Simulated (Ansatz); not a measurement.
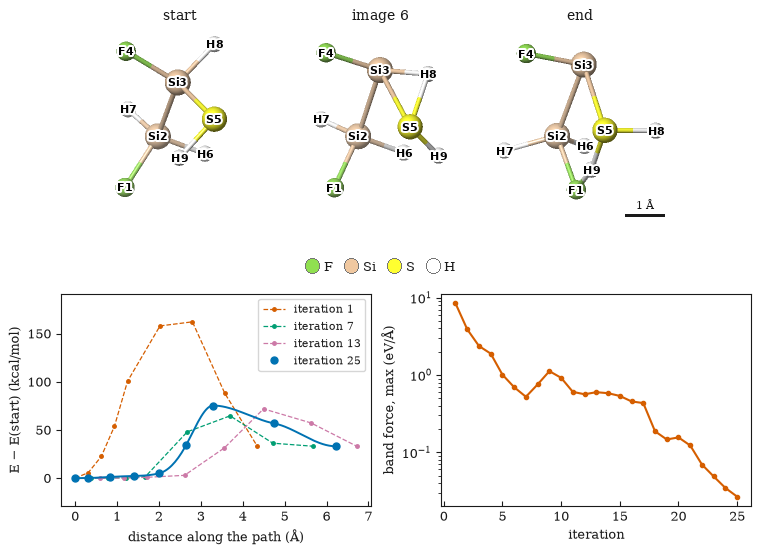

NEB run on Si2H4SF2. Images are numbered from 0 (start) to 8 (end). The plot follows the band through its iterations. Style: ball-and-stick. Shown from a free direction.

Level of theory: UKS PBE0-D4/STO-3G (Ansatz). Run with 7 movable images; climbing image; force threshold 0.03 eV/Å; iteration limit 46; spring constant 0.1 eV/Å²; starting path through a guess of the saddle point.

Question: Judge this run.

Answer: The run is converged, with reservations. The band converged in 25 iterations. The largest component of the band force went from 8.5 to 0.027 eV/Å. The climbing image converged on the top of the path. Its curvatures weren't checked. The spring constant is far from the usual few eV/Å², which spoils the spacing or the steps. The first iteration put the highest image at 162.3 kcal/mol. The highest point, image 6, lies 75.4 kcal/mol above the start and 42.3 kcal/mol above the end; the end is at +33.1 kcal/mol relative to the start.

Limits of the set-up: STO-3G is a minimal basis, so the numbers are rough.
